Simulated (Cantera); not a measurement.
Feed: 1 mol SiCl4, 8.3 mol H2, equilibrated at 28.0 bar.

Method: chemical equilibrium by Gibbs-energy minimisation in Cantera with the NASA 1993 tables (ideal gas, pure condensed phases). Candidate condensed phases: Si; 19 gas species. The tables' values for SiCl3 are old estimates; treat these amounts as uncertain. The numbers say what is thermodynamically allowed, not how fast it happens.

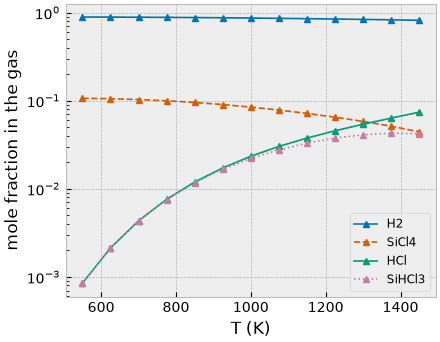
Figure: Equilibrium gas composition (values under 1e-9 drawn at 1e-9)

From 550 K to 1450 K nothing is condensed. The main Si-bearing gas is SiCl4 throughout.
